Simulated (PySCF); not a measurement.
SMILES B[Si](C)(C)C (C3H11BSi), GFN2-xTB optimised geometry. Atoms within 1.6 Å of the plane z = 0.0 Å (x, y, z in Å): B1 (-1.61, 0.07, 0.00), H2 (-2.22, 1.06, 0.00), H3 (-2.23, -0.92, -0.02), Si4 (0.36, 0.07, 0.00), C5 (1.12, 1.42, 1.12), C7 (1.15, -1.59, 0.56), H8 (2.21, 1.42, 1.08), H9 (0.79, 2.41, 0.83), H14 (0.83, -2.41, -0.07), H15 (0.87, -1.84, 1.58), H16 (2.23, -1.55, 0.52).

Level of theory: CAM-B3LYP/def2-TZVP (PySCF 2.14.0). Cells within 0.4 Å of a nucleus heavier than hydrogen are left out (blank, or x).

Map of the Laplacian of the electron density (e/bohr⁵), clipped to [-1.50, 1.50] on the plane z = 0.0 Å:

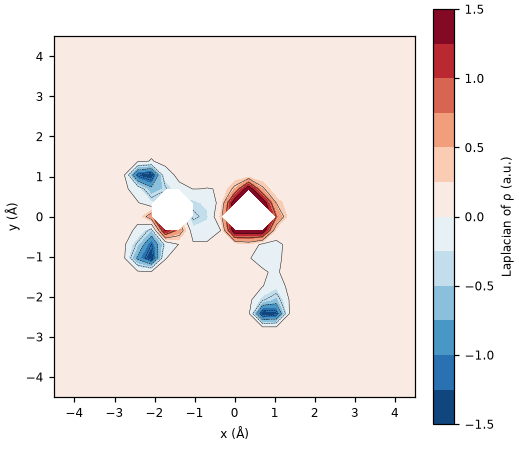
Fig. 1. Laplacian of the electron density (e/bohr⁵), clipped to [-1.50, 1.50] on the plane z = 0.0 Å.
